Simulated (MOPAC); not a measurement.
# Frequency calculation, with input and output: CH$_{5}$FNOTa (part 1 of 3)

The run: frequency calculation of CH$_{5}$FNOTa, SMILES [CH3][Ta]([NH2])(=[O])[F]. Method and program: PM6-DH2, closed shell, dispersion DH2 (MOPAC 23.2.5).

The geometry was optimised with PM6-DH2.

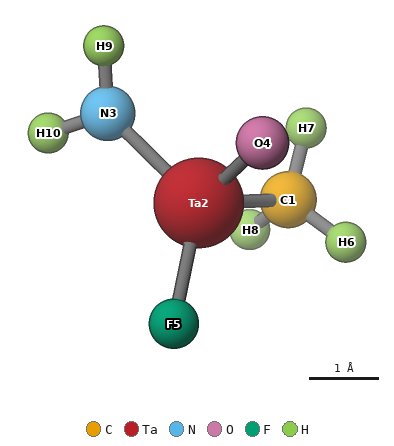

**Figure 1.** The structure as given in the input (ball-and-stick view, seen at a tilt; atoms are numbered from 1 in the order of the input). Sticks mark near contacts. Bond lengths as drawn: C–H 1.09 Å, C–Ta 2.13 Å, F–Ta 1.91 Å, H–N 1.01 Å, N–Ta 1.94 Å and O–Ta 1.66 Å.

## Input (calc.mop)
```
PM6-DH2 SINGLET THERMO(298,398,100) FORCE AUX(PRECISION=9) THREADS=1
CH5FNOTa

C     -0.955039 1    -0.077722 1     1.145359 1
Ta     0.161411 1     0.657760 1    -0.509685 1
N      1.290040 1    -0.877548 1    -0.877237 1
O      1.193451 1     1.658033 1     0.314040 1
F     -0.894939 1     1.598990 1    -1.788675 1
H     -1.508976 1     0.804736 1     1.474732 1
H     -0.223117 1    -0.428702 1     1.869031 1
H     -1.592964 1    -0.862772 1     0.747561 1
H      2.227219 1    -1.077055 1    -0.562554 1
H      1.041522 1    -1.555264 1    -1.589379 1
```

Run on 1 thread of Arm Neoverse V1, 24 GiB of memory available, shared host.

Command:
```bash
mopac calc.mop
```

## Output
```
MOPAC v23.2.5
PM6-DH2 CALCULATION RESULTS

 *  PM6-DH2    - CORRECT DISPERSION AND HYDROGEN BOND TERMS USING PM6-DH2
 *  SINGLET    - SPIN STATE DEFINED AS A SINGLET
 *  FORCE      - FORCE CALCULATION SPECIFIED
 *  THREADS=1  - MULTI-THREADING NOT USED
 *  AUX        - OUTPUT AUXILIARY INFORMATION
 *  THERMO     - THERMODYNAMIC QUANTITIES TO BE CALCULATED
PM6-DH2 SINGLET THERMO(298,398,100) FORCE AUX(PRECISION=9) THREADS=1
 CH5FNOTa

   ATOM   CHEMICAL          X               Y               Z
  NUMBER   SYMBOL      (ANGSTROMS)     (ANGSTROMS)     (ANGSTROMS)

     1       C         -0.95503900  *  -0.07772200  *   1.14535900  *
     2      Ta          0.16141100  *   0.65776000  *  -0.50968500  *
     3       N          1.29004000  *  -0.87754800  *  -0.87723700  *
     4       O          1.19345100  *   1.65803300  *   0.31404000  *
     5       F         -0.89493900  *   1.59899000  *  -1.78867500  *
     6       H         -1.50897600  *   0.80473600  *   1.47473200  *
     7       H         -0.22311700  *  -0.42870200  *   1.86903100  *
     8       H         -1.59296400  *  -0.86277200  *   0.74756100  *
     9       H          2.22721900  *  -1.07705500  *  -0.56255400  *
    10       H          1.04152200  *  -1.55526400  *  -1.58937900  *

          CARTESIAN COORDINATES

    NO.       ATOM           X           Y           Z

     1         C         -0.9550     -0.0777      1.1454
     2        Ta          0.1614      0.6578     -0.5097
     3         N          1.2900     -0.8775     -0.8772
     4         O          1.1935      1.6580      0.3140
     5         F         -0.8949      1.5990     -1.7887
     6         H         -1.5090      0.8047      1.4747
     7         H         -0.2231     -0.4287      1.8690
     8         H         -1.5930     -0.8628      0.7476
     9         H          2.2272     -1.0771     -0.5626
    10         H          1.0415     -1.5553     -1.5894

           Empirical Formula: C H5 N O Ta F  =    10 atoms

      MOLECULAR POINT GROUP   :   C1

 SINGLET STATE CALCULATION

      RHF CALCULATION, NO. OF DOUBLY OCCUPIED LEVELS = 16

          *********************************************
          *                                           *
          *                 WARNING                   *
          *                                           *
          *********************************************

          Dispersion parameters missing for Tantalum

          *********************************************
          *                                           *
          *              END OF WARNING               *
          *                                           *
          *********************************************

          HEAT OF FORMATION =    -172.693019 KCALS/MOLE

          CARTESIAN COORDINATE DERIVATIVES

   NUMBER  ATOM         X            Y            Z

     1       C      0.003788     0.000264     0.011514
     2      Ta      0.008210    -0.008326     0.046643
     3       N      0.003310     0.001793     0.032476
     4       O      0.005167    -0.016598    -0.062885
     5       F     -0.001638     0.017665     0.006883
     6       H     -0.012275    -0.005437     0.011619
     7       H     -0.004944     0.018551     0.000871
     8       H      0.009252    -0.006783    -0.027437
     9       H     -0.004571     0.010167    -0.000740
    10       H     -0.006293    -0.011296    -0.018943

 DIPOLE           X         Y         Z       TOTAL
 POINT-CHG.    -1.223     3.400    -0.778     3.696
 HYBRID         0.163     0.581     0.413     0.731
 SUM           -1.060     3.981    -0.366     4.135

          GRADIENT NORM =   0.10182

          MOLECULAR WEIGHT =  247.00

          ROTATIONAL CONSTANTS IN CM(-1)

          A =    0.11910745   B =    0.09753225   C =    0.08624935

           PRINCIPAL MOMENTS OF INERTIA IN UNITS OF 10**(-40)*GRAM-CM**2

          A =      235.0210   B =      287.0102   C =      324.5561

          ORIENTATION OF MOLECULE IN FORCE CALCULATION

    NO.       ATOM         X         Y         Z

     1          C      -2.0936   -0.0045    0.0107
     2         Ta       0.0340   -0.0045    0.0107
     3          N       0.3814    1.9048    0.0107
     4          O       0.2806   -0.4022   -1.5784
     5          F       0.8000   -1.2789    1.2051
     6          H      -2.3354   -1.0609   -0.1289
     7          H      -2.3938    0.6257   -0.8231
     8          H      -2.3903    0.3803    0.9830
     9          H       0.5595    2.5263   -0.7634
    10          H       0.5707    2.4055    0.8719

    FIRST DERIVATIVES WILL BE USED IN THE CALCULATION OF SECOND DERIVATIVES

          ESTIMATED TIME TO COMPLETE CALCULATION =        0.47 SECONDS

    FOR POINT-GROUP C1   THERE ARE   1 UNIQUE SYMMETRY FUNCTIONS.

 STEP:   1 TIME =     0.00 SECS, INTEGRAL =      0.00 TIME LEFT: 172799.99
 STEP:   2 TIME =     0.01 SECS, INTEGRAL =      0.01 TIME LEFT: 172799.98
 STEP:   3 TIME =     0.00 SECS, INTEGRAL =      0.02 TIME LEFT: 172799.98
 STEP:   4 TIME =     0.01 SECS, INTEGRAL =      0.02 TIME LEFT: 172799.97
 STEP:   5 TIME =     0.01 SECS, INTEGRAL =      0.03 TIME LEFT: 172799.96
 STEP:   6 TIME =     0.01 SECS, INTEGRAL =      0.04 TIME LEFT: 172799.95
 STEP:   7 TIME =     0.00 SECS, INTEGRAL =      0.04 TIME LEFT: 172799.95
 STEP:   8 TIME =     0.00 SECS, INTEGRAL =      0.05 TIME LEFT: 172799.95
 STEP:   9 TIME =     0.01 SECS, INTEGRAL =      0.05 TIME LEFT: 172799.94
 STEP:  10 TIME =     0.00 SECS, INTEGRAL =      0.06 TIME LEFT: 172799.93
 STEP:  11 TIME =     0.01 SECS, INTEGRAL =      0.07 TIME LEFT: 172799.93
 STEP:  12 TIME =     0.01 SECS, INTEGRAL =      0.07 TIME LEFT: 172799.92
 STEP:  13 TIME =     0.00 SECS, INTEGRAL =      0.08 TIME LEFT: 172799.91
 STEP:  14 TIME =     0.00 SECS, INTEGRAL =      0.08 TIME LEFT: 172799.91
 STEP:  15 TIME =     0.01 SECS, INTEGRAL =      0.09 TIME LEFT: 172799.90
 STEP:  16 TIME =     0.01 SECS, INTEGRAL =      0.10 TIME LEFT: 172799.89
 STEP:  17 TIME =     0.00 SECS, INTEGRAL =      0.10 TIME LEFT: 172799.89
 STEP:  18 TIME =     0.01 SECS, INTEGRAL =      0.11 TIME LEFT: 172799.88
 STEP:  19 TIME =     0.00 SECS, INTEGRAL =      0.11 TIME LEFT: 172799.88
 STEP:  20 TIME =     0.01 SECS, INTEGRAL =      0.12 TIME LEFT: 172799.87
 STEP:  21 TIME =     0.00 SECS, INTEGRAL =      0.12 TIME LEFT: 172799.87
 STEP:  22 TIME =     0.01 SECS, INTEGRAL =      0.13 TIME LEFT: 172799.86
 STEP:  23 TIME =     0.00 SECS, INTEGRAL =      0.14 TIME LEFT: 172799.86
 STEP:  24 TIME =     0.01 SECS, INTEGRAL =      0.14 TIME LEFT: 172799.85
 STEP:  25 TIME =     0.00 SECS, INTEGRAL =      0.15 TIME LEFT: 172799.84
 STEP:  26 TIME =     0.01 SECS, INTEGRAL =      0.16 TIME LEFT: 172799.84
 STEP:  27 TIME =     0.00 SECS, INTEGRAL =      0.16 TIME LEFT: 172799.83
 STEP:  28 TIME =     0.01 SECS, INTEGRAL =      0.17 TIME LEFT: 172799.82
 STEP:  29 TIME =     0.00 SECS, INTEGRAL =      0.17 TIME LEFT: 172799.82
 STEP:  30 TIME =     0.01 SECS, INTEGRAL =      0.18 TIME LEFT: 172799.81

(To convert to Hartree/Bohr^2, multiply by (10^(-21) x N x a0^2)/(4.184 x 627.51) =  0.0642)

           FORCE MATRIX IN MILLIDYNES/ANGSTROM

                  C  1      Ta  2       N  3       O  4       F  5       H  6
 ------------------------------------------------------------------------------
     C    1   9.002698
    Ta    2   1.708003  14.085580
     N    3   0.352874   2.840142   8.709917
     O    4   0.758574   9.081595   0.740460   9.291608
     F    5   0.286377   4.178862   0.281598   0.385817   4.167168
     H    6   3.521533   0.452020   0.053690   0.082705   0.042803   4.169987
     H    7   3.559687   0.456042   0.056988   0.094489   0.066819   0.442309
     H    8   3.555133   0.392374   0.042038   0.113552   0.029032   0.441157
     H    9   0.035129   0.486072   4.028058   0.156379   0.022084   0.008893
     H   10   0.040352   0.443670   3.984201   0.118613   0.069425   0.008053

                  H  7       H  8       H  9       H 10
 ------------------------------------------------------
     H    7   4.207607
     H    8   0.442457   4.204756
     H    9   0.010184   0.008479   4.560745
     H   10   0.011083   0.010063   0.705990   4.539064

          HEAT OF FORMATION =    -172.693019 KCALS/MOLE

          ZERO POINT ENERGY      36.139 KCAL/MOL

           NORMAL COORDINATE ANALYSIS (Total motion = 1 Angstrom)

   Root No.       1         2         3         4         5         6         7         8

                 1 A       2 A       3 A       4 A       5 A       6 A       7 A       8 A

                  80.3      99.2     118.5     184.1     241.2     248.2     390.4     470.8

   x  C    1    0.0061   -0.0214    0.0098   -0.0065   -0.0028   -0.0062   -0.0023    0.0664
   y  C    1   -0.0140    0.0416    0.0160   -0.0959    0.0248    0.0081    0.0023   -0.0043
   z  C    1    0.0152   -0.0422    0.0625    0.0196    0.0699    0.0254    0.0001    0.0049
   x Ta    2    0.0043   -0.0144    0.0066   -0.0084   -0.0072   -0.0060   -0.0028   -0.0049
   y Ta    2    0.0027   -0.0073   -0.0118    0.0084    0.0013   -0.0104    0.0002   -0.0034
   z Ta    2   -0.0007    0.0009   -0.0211   -0.0029   -0.0072    0.0046   -0.0020    0.0011
   x  N    3   -0.0125    0.0451   -0.0089    0.1051   -0.0212    0.0214   -0.0047   -0.0481
   y  N    3    0.0059   -0.0220   -0.0239   -0.0067    0.0092   -0.0207    0.0036    0.0410
   z  N    3    0.0026    0.0325    0.0845    0.0069    0.0074   -0.0633    0.0265   -0.0092
   x  O    4   -0.0025    0.0196   -0.0246    0.0116    0.1050    0.0549    0.0338   -0.0027
   y  O    4    0.0061    0.0077    0.0436   -0.0047   -0.0439    0.1283   -0.0103    0.0113
   z  O    4   -0.0028    0.0039   -0.0440    0.0049    0.0239   -0.0216    0.0030   -0.0107
   x  F    5   -0.0314    0.0965   -0.0397   -0.0151   -0.0014    0.0017   -0.0026   -0.0015
   y  F    5   -0.0238    0.0480    0.0830    0.0128   -0.0051    0.0004    0.0045    0.0017
   z  F    5   -0.0062   -0.0072    0.1080   -0.0016   -0.0244    0.0183   -0.0014    0.0038
   x  H    6    0.0412   -0.0472   -0.0013    0.1109   -0.0728   -0.0193   -0.0050    0.0682
   y  H    6   -0.0624    0.0296    0.0154   -0.1267    0.0418    0.0093   -0.0018   -0.0092
   z  H    6    0.3025    0.1046    0.0786    0.0121    0.0926    0.0417    0.0348   -0.0051
   x  H    7   -0.0302    0.0262   -0.0349   -0.1039   -0.0656   -0.0546   -0.0904    0.1172
   y  H    7   -0.2495   -0.0728    0.0136   -0.1228    0.0528    0.0094   -0.0083    0.0056
   z  H    7   -0.1481   -0.1459    0.0781    0.0389    0.1167    0.0483    0.0306   -0.0174
   x  H    8    0.0063   -0.0445    0.0657   -0.0238    0.1328    0.0533    0.0849    0.0344
   y  H    8    0.2367    0.1958    0.0167   -0.1487    0.0329    0.0062    0.0085    0.0105
   z  H    8   -0.0839   -0.1122    0.0805    0.0346    0.1145    0.0476    0.0305   -0.0073
   x  H    9   -0.0185    0.0976   -0.0183    0.1669    0.1287    0.0248   -0.2823    0.3423
   y  H    9    0.0004    0.0001    0.0572    0.0002    0.0273   -0.1877   -0.0233   -0.0520
   z  H    9   -0.0038    0.0638    0.1491    0.0288    0.0590   -0.2057   -0.0645    0.0047
   x  H   10   -0.0323    0.0441   -0.0483    0.0822   -0.1467   -0.0456    0.4079    0.2602
   y  H   10    0.0213   -0.0676   -0.1007   -0.0323   -0.0218    0.1811   -0.0034   -0.0810
   z  H   10   -0.0028    0.0614    0.1414    0.0274    0.0562   -0.1786   -0.0658   -0.0015

   Root No.       9        10        11        12        13        14        15        16

                 9 A      10 A      11 A      12 A      13 A      14 A      15 A      16 A

                 495.6     520.0     530.9     586.9     634.5     661.2    1042.2    1079.6
```
